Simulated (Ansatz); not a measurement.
C6H9B

Input file:

```
crystal:
  periodic: [false, false, false]
  atoms:
    - {symbol: C, position_ang: [0.102664, 0.834239, 0.451147]}
    - {symbol: C, position_ang: [1.321731, 0.465860, -0.053230]}
    - {symbol: C, position_ang: [1.481836, -0.633801, -0.994129]}
    - {symbol: C, position_ang: [0.478297, -1.520602, -1.174478]}
    - {symbol: C, position_ang: [-0.811288, -1.386637, -0.408932]}
    - {symbol: C, position_ang: [-1.114477, 0.078218, -0.065953]}
    - {symbol: B, position_ang: [0.020093, 2.008761, 1.433292]}
    - {symbol: H, position_ang: [-1.040263, 2.391347, 1.872887]}
    - {symbol: H, position_ang: [1.034040, 2.569214, 1.780339]}
    - {symbol: H, position_ang: [2.216350, 1.016645, 0.254530]}
    - {symbol: H, position_ang: [2.439784, -0.762908, -1.505708]}
    - {symbol: H, position_ang: [0.617760, -2.385171, -1.831899]}
    - {symbol: H, position_ang: [-1.646298, -1.833731, -0.972180]}
    - {symbol: H, position_ang: [-0.722155, -1.989301, 0.519480]}
    - {symbol: H, position_ang: [-1.471609, 0.593175, -0.980610]}
    - {symbol: H, position_ang: [-1.944487, 0.138687, 0.654524]}
basis:
  gaussian:
    orbitals: def2-SVPD
hamiltonian:
  xc: pbe0
output: {forces: true, orbitals: {seedname: orbitals}}
```

Run with:

```sh
ansatz run input.yaml --threads 2 --pin off --max-ram 5220MiB --events-out events.jsonl --progress --plain --runs-dir runs
```

Geometry: B3LYP/def2-SVP.

These are results of isolated molecule in a Gaussian basis; Kohn-Sham density functional theory, functional PBE0 in Ansatz, not measurements.

Predict the electron density and electron localisation function between the atoms.

C–C (1.35 Å): ρ at the midpoint is about 2.2 e/Å³; the ELF peaks at about 0.95 between the atoms, as expected for a covalent bond.
C–B (1.53 Å): ρ at the midpoint is about 1.5 e/Å³; the ELF peaks at about 0.95 between the atoms; localised, covalent bonding.
C–H (1.09 Å): ρ is about 1.9 e/Å³ halfway; the ELF climbs to about 1 towards the hydrogen, as it does in any bond to H; a covalent bond by its length.
C–C (1.46 Å): ρ at the midpoint is about 1.9 e/Å³; the ELF peaks at about 0.95 between the atoms (localised, covalent bonding).

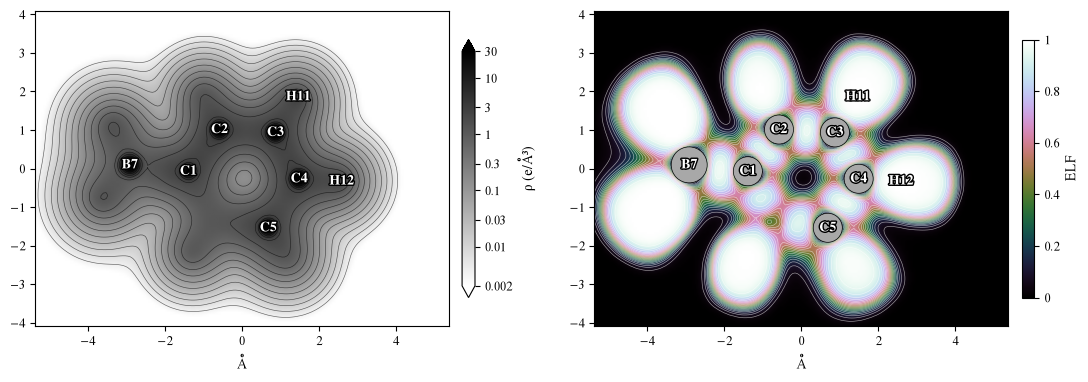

Computed electron density and electron localisation function on the plane of atoms C4, C3 and H11, in this order. Grey discs cover the atomic cores in the ELF map. 
